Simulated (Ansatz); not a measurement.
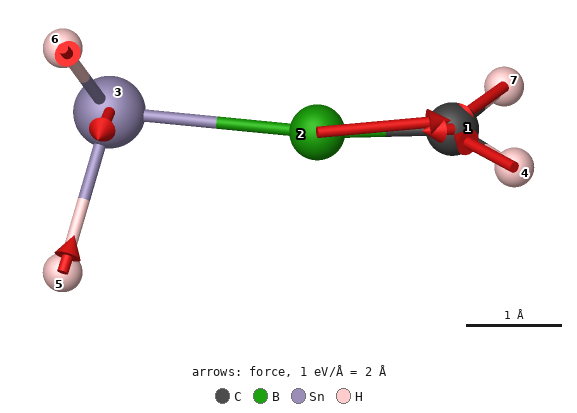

Starting geometry of CH4BSn (charge −1) with the computed forces as red arrows. The picture is a ball-and-stick view, seen at a tilt.

It is one of the separated reactants of a reaction.

The calculation used Ansatz 0.2.0, RKS PBE0-D4/def2-TZVPD.

Input
```yaml
crystal:
  periodic: [false, false, false]
  atoms:
    - {symbol: C, position_ang: [-1.277541, -1.671903, -0.293208]}
    - {symbol: B, position_ang: [-0.478630, -0.511441, -0.083280]}
    - {symbol: Sn, position_ang: [1.213518, 0.912321, 0.241344]}
    - {symbol: H, position_ang: [-2.376534, -1.633924, -0.390797]}
    - {symbol: H, position_ang: [0.775360, 2.118834, -1.013245]}
    - {symbol: H, position_ang: [0.513531, 1.831620, 1.614722]}
    - {symbol: H, position_ang: [-0.852588, -2.689076, -0.355031]}
basis:
  gaussian: {orbitals: def2-TZVPD}
total_charge: -1
hamiltonian: {xc: pbe0, dispersion: d4}
relax: {f_tol: 0.005, max_steps: 200}
```

Run as
```bash
ansatz run in.yaml --threads 2 --pin off --events-out ev --progress --plain --max-ram 4352MiB
```

**Is this structure relaxed? If not, where do the atoms go?**

It isn't relaxed: the largest force vector, on B2, is 0.72 eV/Å. The final displacements follow the starting forces only in part (cosine between the two patterns 0.47). After 7 accepted moves (9 points after the start) the energy has fallen by 0.022 eV. Largest force component: 0.65 eV/Å at the start, 0.0014 eV/Å at the end. The line search rejected the trial steps at points 1, 5 of the run. The atom that moves furthest after the best rigid fit is H4 (0.048 Å). Largest moves by element: H 0.048 Å, B 0.035 Å, C 0.016 Å, Sn 0.011 Å. Among the contacts that change: Sn3–H5 1.795 → 1.772 Å, C1–B2 1.424 → 1.406 Å, C1–H4 1.104 → 1.088 Å, B2–Sn3 2.235 → 2.228 Å. Bond angles that change, for instance: C1–B2–Sn3 164.8° → 167.3°.
